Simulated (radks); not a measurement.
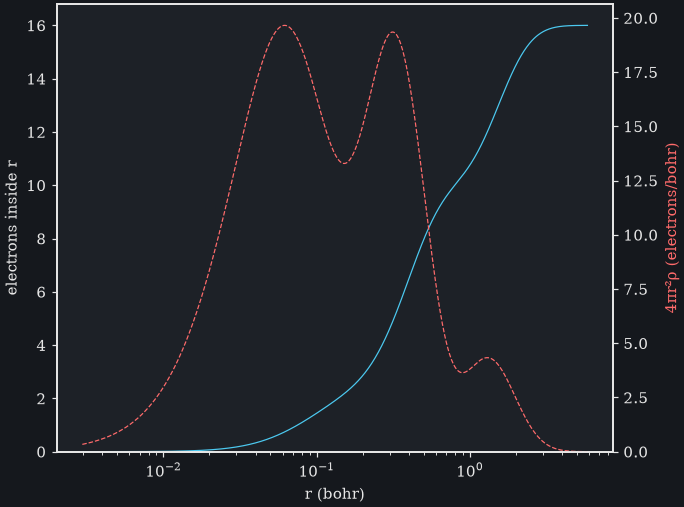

Cl⁺ (Z = 17, 16 electrons) in the configuration [Ne] 3s2 3p4 (3p1/2: 2, 3p3/2: 2). The calculation used the in-house radial solver radks at this level: Dirac Kohn-Sham, PBEsol, spin-unpolarised, spherical densities, point nucleus.

The plot shows the number of electrons inside radius r (solid) and the radial density 4πr²ρ (dashed).

> Describe it and give its main numbers.

The count levels off at 16 electrons. Half of them lie within 0.504 bohr, 90 % within 1.96 bohr and 99 % within 3.21 bohr. The radial density has minima at 0.152 and 0.895 bohr, where the count stands at 2.2 and 10.4; these part the shells that the density resolves.
